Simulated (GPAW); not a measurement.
Band structure of TiAl (P4/mmm, 2 atoms in the cell).

```
CELL_PARAMETERS angstrom
      2.77618     0.00000     0.00000
      0.00000     2.77618     0.00000
      0.00000     0.00000     4.01640
ATOMIC_POSITIONS crystal
  Ti 0.50000 0.50000 0.50000
  Al 0.00000 0.00000 0.00000
```

Computed with PBE, GPAW PAW datasets PBE (gpaw-data 1.0.1) (plane waves; GPAW 25.7.0).

Settings: mode = pw; ecut = 800 eV; xc = PBE; kpts = 12 12 8; mesh shift (steps) = 0 0 0; occupations.name = fermi-dirac; occupations.width = 0.1 eV; nbands = -8; convergence.density = 1e-05 e/electron; symmetry.symmorphic = false; symmetry.tolerance = 0.0005; maxiter = 100; bandpath_npoints = 40.

The starting cell comes from a database of computed structures (which also holds hypothetical and non-ambient phases and stackings), without a prior relaxation at this level. Its lattice was rescaled by a random factor within 2.5 % of one. Spin polarisation is off.

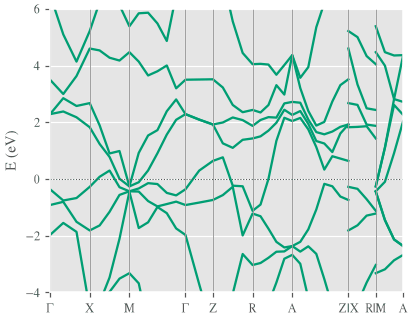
Figure: Bands along the path, energies from the Fermi level.

Levels in eV from the Fermi level, bands 5 to 11:
```json
[
 {"point": "Γ", "5": "-9.26", "6": "-1.97", "7": "-0.92", "8": "-0.36", "9": "2.29", "10": "2.29", "11": "3.50"},
 {"point": "X", "5": "-4.67", "6": "-4.58", "7": "-1.81", "8": "-0.28", "9": "1.82", "10": "2.67", "11": "4.60"},
 {"point": "M", "5": "-3.32", "6": "-0.45", "7": "-0.43", "8": "-0.43", "9": "-0.26", "10": "-0.26", "11": "4.47"},
 {"point": "Z", "5": "-7.73", "6": "-5.37", "7": "-0.74", "8": "0.64", "9": "1.92", "10": "1.92", "11": "3.51"},
 {"point": "R", "5": "-5.04", "6": "-3.03", "7": "-1.22", "8": "-1.12", "9": "1.43", "10": "1.87", "11": "2.43"},
 {"point": "A", "5": "-2.67", "6": "-2.36", "7": "-2.36", "8": "2.04", "9": "2.26", "10": "2.72", "11": "4.37"}
]
```

Bands cross the Fermi level along this path, so the cell is metallic at this level.
